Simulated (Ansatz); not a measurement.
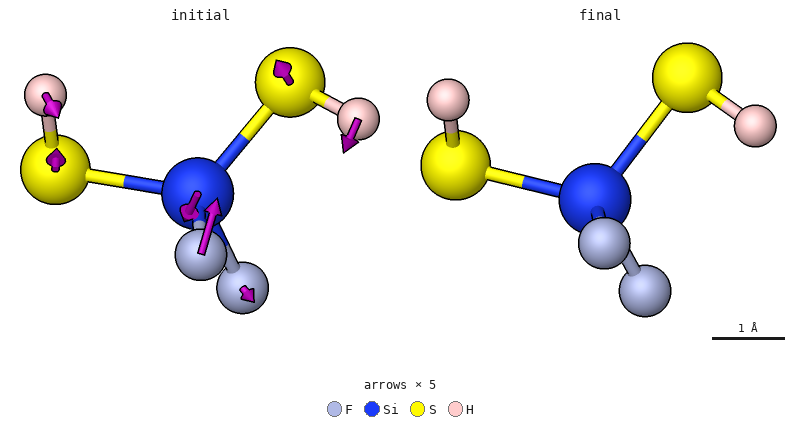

The structure of SiH2S2F2 before (left) and after (right) a relaxation, at one scale. The purple arrows give the displacements, 5 times their true length.

A ball-and-stick model, seen face on.

Computed with RKS wB97M-V/def2-mTZVPP in Ansatz 0.2.0.

The input:
```yaml
crystal:
  periodic: [false, false, false]
  atoms:
    - {symbol: F, position_ang: [0.665177, -1.596552, 1.078456]}
    - {symbol: Si, position_ang: [0.064249, -0.329076, 0.022771]}
    - {symbol: F, position_ang: [-0.891097, -1.345637, -0.948281]}
    - {symbol: S, position_ang: [-0.915468, 0.995654, 1.195950]}
    - {symbol: S, position_ang: [1.757926, 0.407536, -1.011278]}
    - {symbol: H, position_ang: [-2.010029, 0.243537, 1.365375]}
    - {symbol: H, position_ang: [0.965547, 1.337194, -1.657820]}
basis:
  gaussian: {orbitals: def2-mTZVPP, point_charges: [{charge: -1.00, position_ang: [4.688, -0.247, 0.795]}]}
hamiltonian: {xc: {name: wB97M-V}}
accuracy: high
relax: {f_tol: 0.0001, max_steps: 2}
output: {forces: true}
```

Command:
```bash
ansatz run in.yaml --threads 4 --pin off --events-out ev --progress --plain --max-ram 10444MiB
```

What changed between the two?

Answer. The relaxation stopped without meeting its thresholds, so the last structure isn't shown to be converged. The input was poor on purpose: steps. Over 1 geometry step the energy falls by 0.514 eV. The largest force component goes from 5.8 to 2.8 eV/Å. The atom that moves furthest after the best rigid fit is F3 (0.17 Å). By element the largest moves are F 0.17 Å, Si 0.13 Å, H 0.11 Å, S 0.11 Å. Near-neighbour distances that change, for instance: Si2–S4 2.023 → 2.125 Å, F1–Si2 1.756 → 1.692 Å, Si2–S5 2.117 → 2.093 Å, S4–H6 1.339 → 1.358 Å. Among the angles between lasting bonds that change: F3–Si2–S4 116.8° → 104.8°, F1–Si2–S5 105.7° → 113.3°, Si2–S4–H6 95.8° → 91.1°. The run took 68 s on 4 threads of Arm Neoverse V1, with other jobs on the host.
